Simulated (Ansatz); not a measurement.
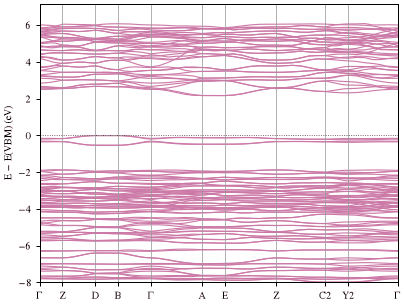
*Band structure from the program Ansatz at the r²SCAN level (PAW)*

The gap is 2.17 eV; an edge lies off the plotted path or next to a special point (maximum off the standard path, minimum at E).

### Question
Which compound is it?
A. KLaGeS4, P2_1 (Pearson symbol mP14)
B. YSeO3, P2_1/c (Pearson symbol mP40)
C. S, P2/c (Pearson symbol mP32)
D. ZrS3, P2_1/m (Zr on 2e, S on 2e, S on 2e, S on 2e)

### Answer
B, YSeO3, P2_1/c (Pearson symbol mP40)

The first step of the workflow began from a Materials Project structure, measured or hypothetical; the Crystallography Open Database copy checked does not list it. Whether it is the stable phase at ambient conditions was not checked. The r²SCAN relaxation kept the symmetry of its start; whether a distortion lowers the energy is not shown. The run is not spin-polarised. Spin–orbit coupling is left out wherever it is not named.

Potentials: the later of the program's two PAW sets.
